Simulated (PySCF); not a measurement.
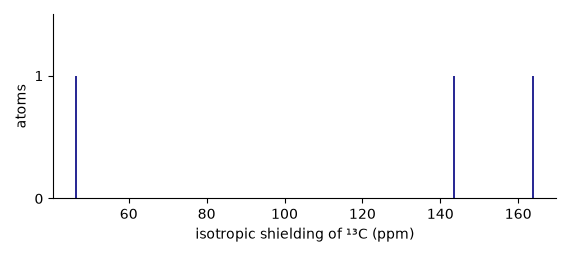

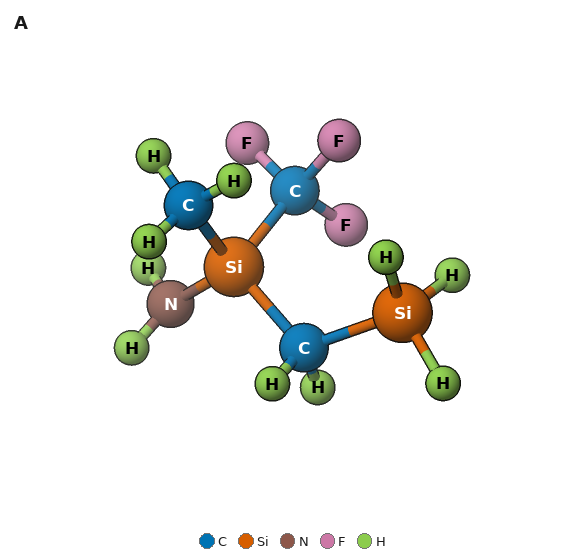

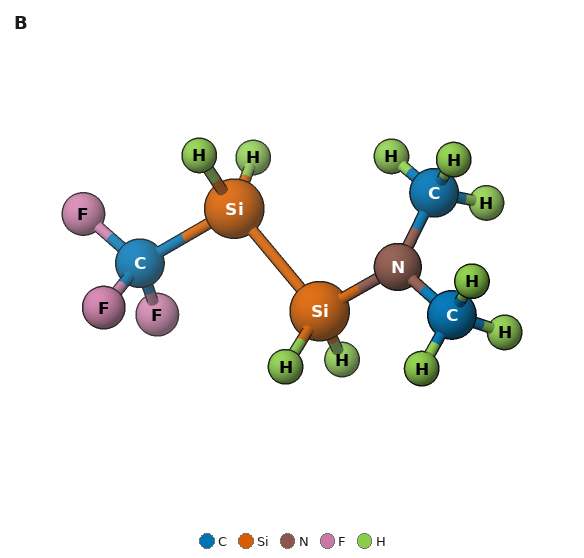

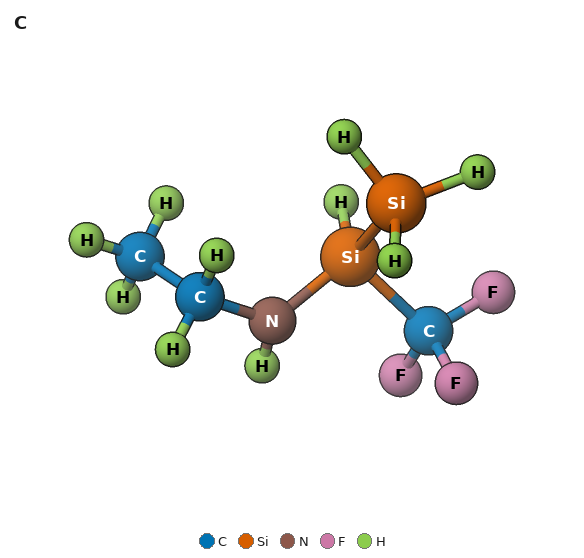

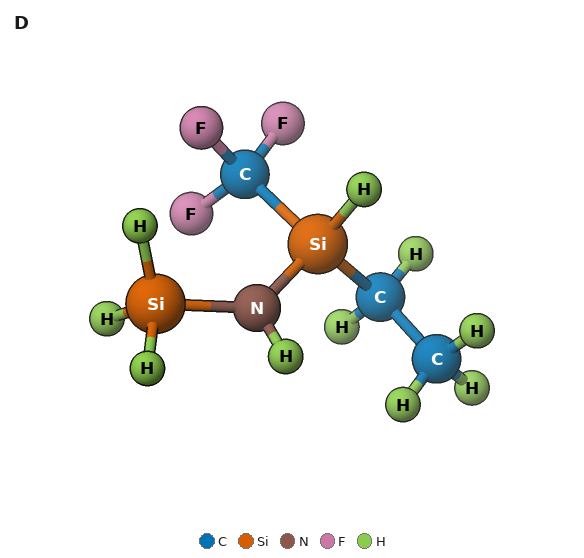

The sticks are computed shieldings of one of the molecules, for one fixed geometry (GFN2-xTB) without averaging over rotations. Low shielding means a high chemical shift. Method: GIAO PBE0/pcSseg-1 NMR shielding, non-relativistic, gas phase (PySCF 2.14.0).

Question: Which molecule gives this pattern?

Answer: C, `CCN[Si@@H]([SiH3])C(F)(F)F`. Its 3 C atoms give lines at 46.5, 143.5, 163.9 ppm.

The geometry is semi-empirical. Around Si such bond lengths and angles can be off by a tenth of an ångström or more and by several degrees, and values that hang on the shape move with them.
